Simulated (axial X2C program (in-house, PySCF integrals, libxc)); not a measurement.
# Linear FTaF⁻ at several levels

Aim: the two bond lengths and stretching wavenumbers of linear FTaF⁻, with and without spin–orbit coupling, at PBE0, HF, r2SCAN, MP2.

Computed with an in-house X2C program for linear molecules on PySCF integrals. Level: all-electron X2C, two-component (2c) or spin-free, F dyall-av3z, Ta dyall-v3z.

All values are calculated.

2 further runs of the same task are left out: 2 set aside as unsound or not needed.

### Step 1. Input

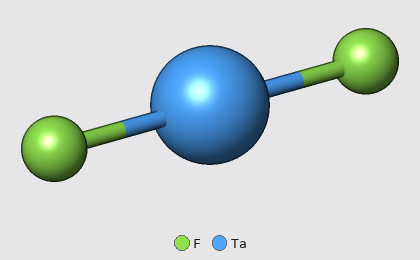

The atoms on one line, bonds 2.100 and 2.100 Å (fluorine green, tantalum blue).

task.json reads:

```json
{"zs": [9, 73, 9], "q": -1, "bas": ["dyall-av3z", "dyall-v3z", "dyall-av3z"], "r0": [2.1, 2.1], "symm": 1, "scan": ["PBE0", "HF", "r2SCAN"], "levels": ["PBE0", "HF", "LDA"], "nst": 2}
```

Keys: zs atomic numbers; q charge; bas basis sets; r0 starting distance in Å; symm equal bonds; scan levels of the two-bond scan (MP2 follows by itself at each HF point); levels methods; nst determinants followed.

The run is started by

```sh
$ python solin.py task.json out
```

Masses F 18.998, Ta 180.948, F 18.998 u.

### Step 2. Scan at PBE0, 2c

State: Ω = 1 (beyond evenly filled blocks: ω = -3/2, ω = 5/2). Energies above the lowest point, from the job's result record:

```csv
r(F–Ta) (Å),r(Ta–F) (Å),E (meV)
1.8564,1.8564,59.95
1.8564,1.9040,25.46
1.8564,1.9516,44.40
1.9040,1.8564,25.46
1.9040,1.9040,0.00
1.9040,1.9516,27.05
1.9040,1.9992,94.20
1.9516,1.8564,44.40
1.9516,1.9040,27.05
1.9516,1.9516,61.42
1.9992,1.9040,94.20
1.9992,1.9992,214.86
```

A quadratic surface with cubic terms in each bond gives the minimum at 1.902 and 1.902 Å, force constants 3.71, 3.71 and coupling 0.52 mdyn/Å.

### Step 3. Scan at HF, 2c

State: Ω = 1 (beyond evenly filled blocks: ω = -3/2, ω = 5/2). Energies above the lowest point, from the job's result record:

```csv
r(F–Ta) (Å),r(Ta–F) (Å),E (meV)
1.8564,1.8564,106.91
1.8564,1.9040,49.06
1.8564,1.9516,49.00
1.9040,1.8564,49.06
1.9040,1.9040,0.00
1.9040,1.9516,7.77
1.9040,1.9992,59.44
1.9516,1.8564,49.00
1.9516,1.9040,7.77
1.9516,1.9516,22.55
1.9992,1.9040,59.44
1.9992,1.9992,144.06
```

A quadratic surface with cubic terms in each bond gives the minimum at 1.919 and 1.919 Å, force constants 3.71, 3.71 and coupling 0.50 mdyn/Å.

### Step 4. Scan at r2SCAN, 2c

State: Ω = 1 (beyond evenly filled blocks: ω = -3/2, ω = 5/2). Energies above the lowest point, from the job's result record:

```csv
r(F–Ta) (Å),r(Ta–F) (Å),E (meV)
1.8564,1.8564,59.23
1.8564,1.9040,25.10
1.8564,1.9516,44.78
1.9040,1.8564,25.10
1.9040,1.9040,0.00
1.9040,1.9516,27.79
1.9040,1.9992,95.93
1.9516,1.8564,44.78
1.9516,1.9040,27.79
1.9516,1.9516,62.88
1.9992,1.9040,95.93
1.9992,1.9992,218.29
```

A quadratic surface with cubic terms in each bond gives the minimum at 1.902 and 1.902 Å, force constants 3.75, 3.75 and coupling 0.52 mdyn/Å.

### Step 5. Comparison

| level | r(F–Ta) (Å) | r(Ta–F) (Å) | lower stretch (cm⁻¹) | upper stretch (cm⁻¹) |
| --- | --- | --- | --- | --- |
| PBE0, 2c | 1.902 | 1.902 | 587.7 | 614.9 |
| HF, 2c | 1.919 | 1.919 | 589.2 | 613.0 |
| r2SCAN, 2c | 1.902 | 1.902 | 591.0 | 617.4 |
| MP2, 2c | 1.913 | 1.913 | 583.4 | 615.2 |
| PBE0, spin-free | 1.902 | 1.902 | 589.2 | 617.1 |
| HF, spin-free | 1.919 | 1.919 | 591.3 | 614.7 |
| r2SCAN, spin-free | 1.902 | 1.902 | 592.4 | 619.1 |
| MP2, spin-free | 1.913 | 1.913 | 583.6 | 617.3 |

Scans not shown above were run alike.

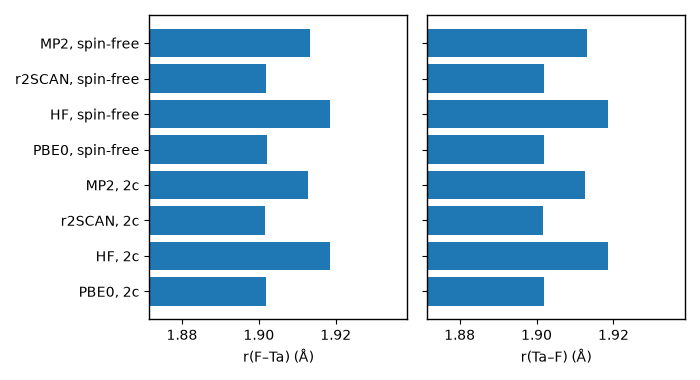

The two bond lengths by level.

In words: Over the levels the F–Ta bond spans 1.902 to 1.919 Å and the Ta–F bond 1.902 to 1.919 Å. At PBE0 spin–orbit coupling leaves both bonds unchanged to 0.001 Å. Each state is one determinant, the lowest of a limited PBE0 search; the stretches come from a fit to few points and are good to some per cent at best. The stretches are sorted by size, and where the two bonds are alike the symmetric and antisymmetric modes can swap order between levels. MP2 freezes inner shells (threshold -2 hartree). For an anion the highest level of a functional can be positive, and the basis then holds the extra electron. The molecule was held linear; bending was not examined, so a bent shape may lie lower. Open-shell Ω = 0 determinants with evenly filled partner blocks cannot be reached by this program, so the Ω shown need not be the lowest component. Note: several unpaired electrons, one determinant need not be a pure state.
